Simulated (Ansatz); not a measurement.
**NOSi (SMILES [O-]N=[Si]) (charge −1): density, localisation and related maps**

Input

```
crystal:
  periodic: [false, false, false]
  atoms:
    - symbol: N
      position_ang: [0.000000, 0.000000, -0.122066]
    - symbol: O
      position_ang: [0.000000, 0.000000, -1.359347]
    - symbol: Si
      position_ang: [0.000000, 0.000000, 1.481413]
basis:
  gaussian:
    orbitals: def2-TZVPD
total_charge: -1
hamiltonian:
  xc: {name: PBE0}
output: {forces: true, orbitals: {seedname: orbitals}}
```

Run with:

```sh
ansatz run input.yaml --threads 1 --pin off --max-ram 2610MiB --events-out events.jsonl --progress --plain --runs-dir runs
```

Geometry: PBE0-D3(BJ)/def2-SVPD.

These are results of isolated molecule in a Gaussian basis; Kohn-Sham density functional theory, functional PBE0 in Ansatz, not measurements.

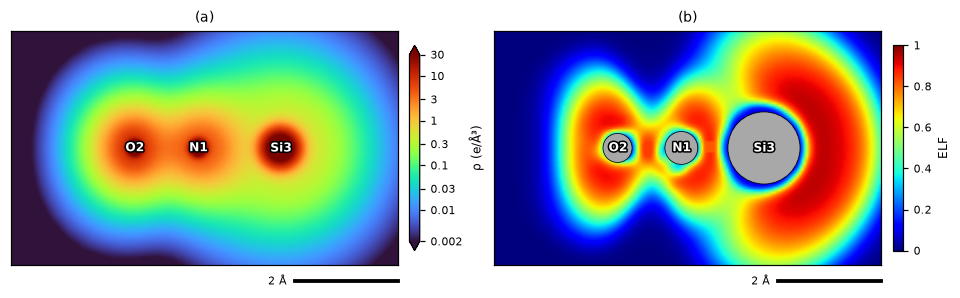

Figure 1. (a) total electron density; (b) ELF on a plane that holds the molecular axis. Grey discs cover the atomic cores in the ELF map.

> Read the bonding off the picture.

- The section cuts through N, O and Si sites.
- N–O (1.24 Å): ρ is about 3.3 e/Å³ halfway; the ELF peaks at about 0.85 between the atoms; localised, covalent bonding.
- Si–N (1.60 Å): the density is about 1.1 e/Å³ at the midpoint; the ELF peaks at about 0.80 between the atoms (a short, strongly polar bond).
- The ELF also peaks beside Si3 and O2, away from the bonds: lone-pair regions.

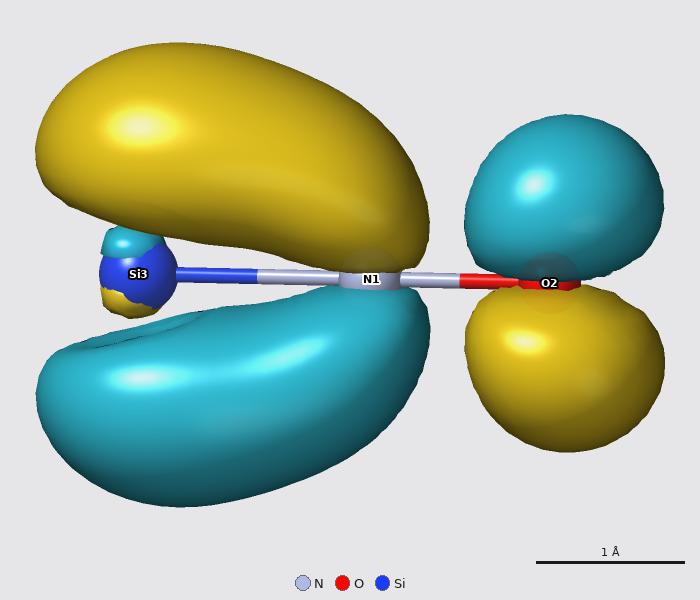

Figure 2. The HOMO at ±0.15 Å⁻³ᐟ² (yellow and cyan are the two phases), seen from one side.

> Where does this orbital lie, and at what energy?

By Hirshfeld shares it lies mainly on Si3 (about 40 %), O2 (about 35 %) and N1 (about 25 %). It is one of a degenerate set, so its orientation is arbitrary. Its energy is −0.02 eV.
